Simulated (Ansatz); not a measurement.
CH3AlF2O···H2

Input file:

```
crystal:
  periodic: [false, false, false]
  atoms:
    - { symbol: Al, position_ang: [-0.414293, 1.239121, 0.660029] }
    - { symbol: O, position_ang: [-0.53321, 0.01083, -0.654493] }
    - { symbol: C, position_ang: [-0.509319, -1.39229, -0.438332] }
    - { symbol: F, position_ang: [-0.673065, 2.833985, 0.270845] }
    - { symbol: F, position_ang: [-0.164408, 0.7896, 2.245936] }
    - { symbol: H, position_ang: [1.611295, 0.764438, -0.52927] }
    - { symbol: H, position_ang: [2.196156, 1.139213, -0.38414] }
    - { symbol: H, position_ang: [-1.518589, -1.826551, -0.586146] }
    - { symbol: H, position_ang: [0.171891, -1.884708, -1.168358] }
    - { symbol: H, position_ang: [-0.166459, -1.673639, 0.584028] }
basis:
  gaussian: { orbitals: def2-SVP }
hamiltonian:
  xc: pbe
  dispersion: d4
relax:
  f_tol: 0.03
  max_steps: 50
output:
  orbitals: {}
```

Launched as:

```sh
ansatz run input.yaml --threads 2 --pin off --max-ram 3072MiB --backend cpu --events-out ev --progress --plain --runs-dir out
```

The fields are those of the relaxed geometry.

Level of theory: RKS PBE-D4/def2-SVP in Ansatz 0.2.0.

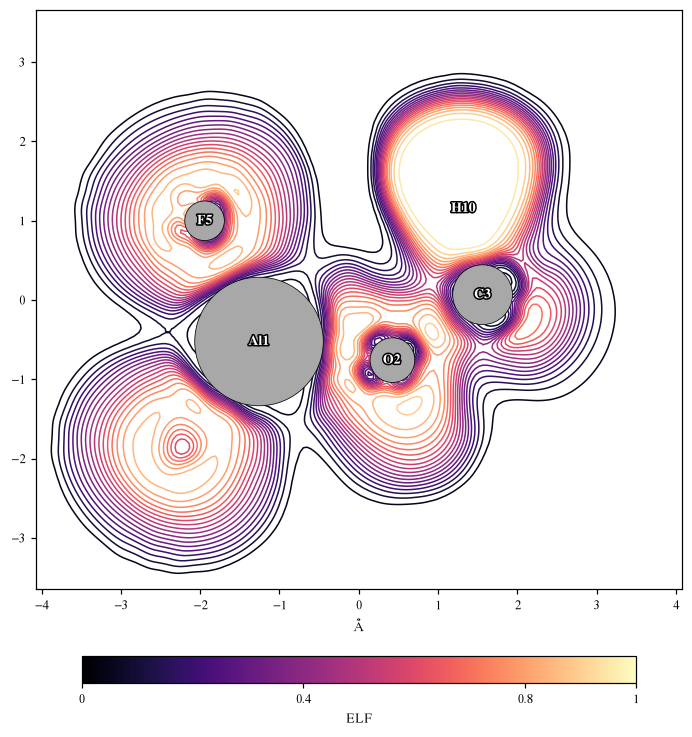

Figure 1. ELF on the plane of atoms O2, Al1 and F5. Grey discs cover the atomic cores.

Q: Interpret the plot.

A:
- Atoms in the plane: Al, O, C, F and H.
- C–O (1.41 Å): the ELF peaks at about 0.90 between the atoms: a shared but strongly polarised pair.
- Al–F (1.67 Å): the ELF peaks at about 0.90 in the valence shell of F, 0.6 Å from its nucleus, and is about 0.20 at the midpoint.
- Al–O (1.70 Å): the ELF peaks at about 0.90 in the valence shell of O, 0.6 Å from its nucleus, and is about 0.40 at the midpoint.
- C–H (1.12 Å): the ELF climbs to about 1 towards the hydrogen, as it does in any bond to H (an ordinary covalent bond to hydrogen).
- The ELF also peaks beside F4, O2 and F5, away from the bonds: lone-pair regions.

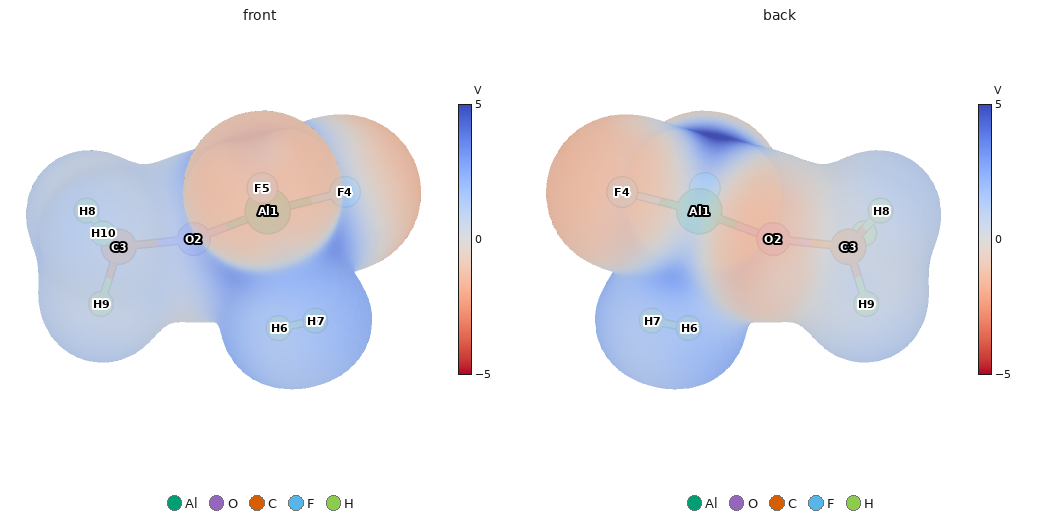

Figure 2. The electrostatic potential painted on the density surface at 0.004 e/bohr³, seen from the front and from behind; red is negative and blue positive.

Q: Describe the electrostatic potential map.

A: The most negative region (about −1.4 V) lies over O2 and F4, the most positive (about +4.8 V) over Al1.

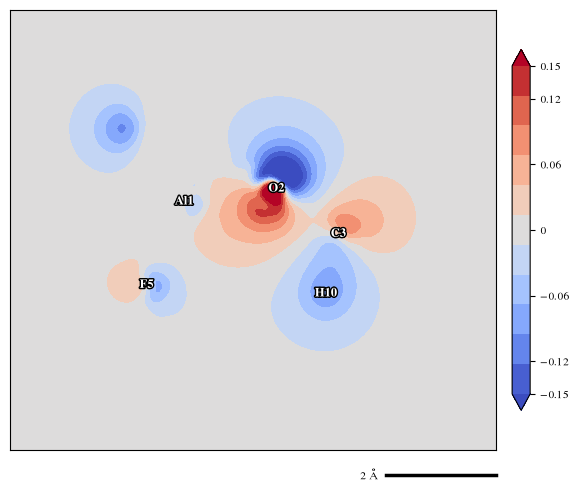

Figure 3. The HOMO on the plane of atoms O2, C3 and H10 (values in Å⁻³ᐟ²; the overall sign is arbitrary).

Q: Where does this orbital lie, and at what energy?

A: By Hirshfeld shares it lies mainly on O2 (about 60 %), C3 (about 15 %) and H8 (about 10 %). Its energy is −6.72 eV.

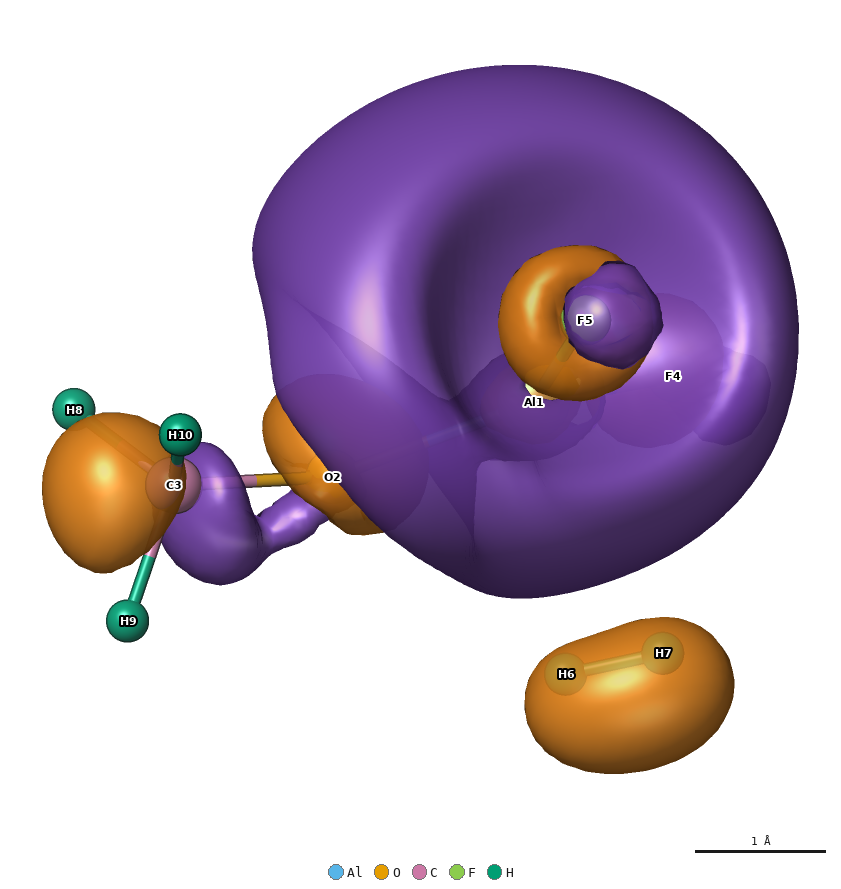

Figure 4. The LUMO at ±0.08 Å⁻³ᐟ² (orange and purple are the two phases), seen across its widest extent.

Q: Describe this orbital and give its energy.

A: It lies mainly on Al1 (about 60 %), F5 (about 10 %), O2 (about 10 %) and F4 (about 10 %). Its energy is −0.97 eV.
